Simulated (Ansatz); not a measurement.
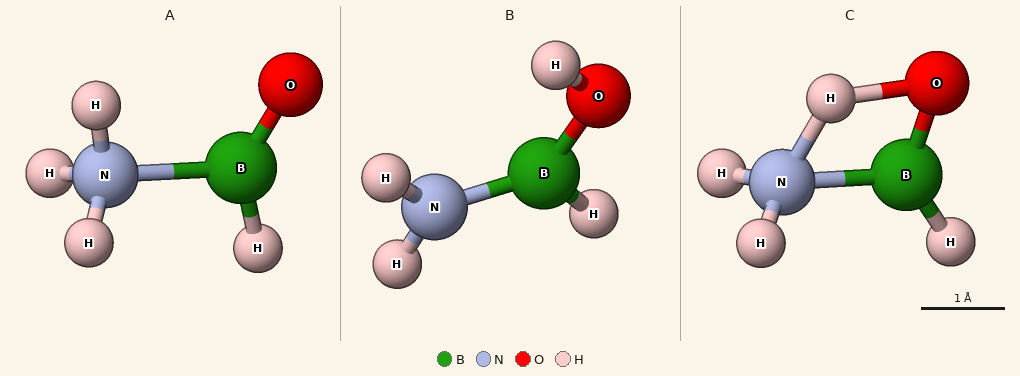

Three geometries of BNH4O: a saddle point and the two minima that it joins, in shuffled order. A ball-and-stick model, seen from a free direction. Sticks join atoms that are closer than about 1.2 times the sum of their covalent radii (a little more with hydrogen).

Stationary points at PBE0-D4/def2-TZVP, single-point energies with CAM-B3LYP-D4, CCSD(T), SPW92 (LDA), PBE0-D4 (def2-TZVPP where no basis is named; Ansatz 0.2.0). The energies are electronic, without zero-point or thermal terms, and both ends are the minima reached downhill from the saddle, with any fragments still in contact.

**Identify the saddle point and describe the reaction.**

Frame C is the saddle point. From B over the saddle to A, a bond forms: H–N (2.56 → 1.25 → 1.02 Å). A bond breaks: H–O (0.96 → 1.34 → 2.45 Å). Bonds that stay but change much: B–N (1.40 → 1.58 → 1.72 Å). The saddle has one imaginary mode, 1558i cm⁻¹. With CAM-B3LYP-D4 the barrier is 49.2 kcal/mol from B and 17.5 kcal/mol from A, and A lies 31.7 kcal/mol above B.

```csv
level,barrier from B (kcal/mol),barrier from A (kcal/mol),A less B (kcal/mol)
CAM-B3LYP-D4,49.2,17.5,31.7
CCSD(T),48.4,18.1,30.2
SPW92 (LDA),39.9,9.2,30.7
PBE0-D4,47.0,15.7,31.3
```
